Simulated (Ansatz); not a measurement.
The parent structure is BN in the zinc blende structure (space group F-43m, No. 216; a = 3.6097 Å).

It is then changed as follows: a negative pressure, −2 GPa.

The values are results of r2SCAN in Ansatz (plane waves to 500 eV, PAW, spin-orbit coupling left out), not measurements.

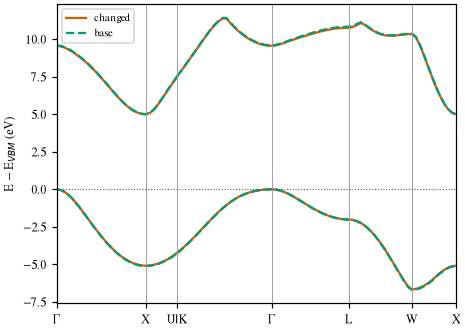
Figure. Highest valence and lowest conduction band along the path, each from its own valence-band maximum

Question: Read the changed gap and its character from the plot.

Answer: About 5.0 eV, indirect, Γ → X.

Load acts through the strain it causes; cell and atoms are relaxed under it. Stability against distortions was not tested.

Ansatz is a program for electronic structure.
